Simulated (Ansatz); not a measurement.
**Be, response to strain**

Base system: Be in the hcp (Mg type) structure (space group P6_3/mmc, No. 194; relaxed with 0.1 eV smearing).

```yaml
crystal:
  lattice:
    - [2.25515, 0.00000, 0.00000]
    - [-1.12758, 1.95302, 0.00000]
    - [0.00000, 0.00000, 3.55800]
  atoms:
    - { symbol: Be, position: [0.66667, 0.33333, 0.75000] }
    - { symbol: Be, position: [0.33333, 0.66667, 0.25000] }
```

Cartesian axes are those of the cell as printed.

Strains are applied to the cell and any free atomic positions relax.

Calculations: DFT with PBEsol, PAW potentials and a 420 eV plane-wave cutoff in Ansatz (a quantum-chemistry and plane-wave program), no spin-orbit coupling.

Notes on the quantities. energy relative to the base: free energy F.

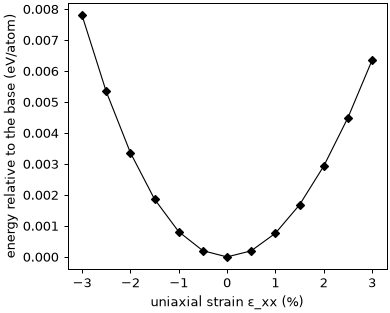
Figure. Energy relative to the base against uniaxial strain ε_xx

| uniaxial strain ε_xx (%) | energy relative to the base |
|---|---|
| -3 | +7.8 meV/atom |
| -2.5 | +5.3 meV/atom |
| -2 | +3.4 meV/atom |
| -1.5 | +1.9 meV/atom |
| -1 | +0.8 meV/atom |
| -0.5 | +0.2 meV/atom |
| 0.5 | +0.2 meV/atom |
| 1 | +0.8 meV/atom |
| 1.5 | +1.7 meV/atom |
| 2 | +2.9 meV/atom |
| 2.5 | +4.5 meV/atom |
| 3 | +6.3 meV/atom |

Whether these cells are dynamically stable was not tested.
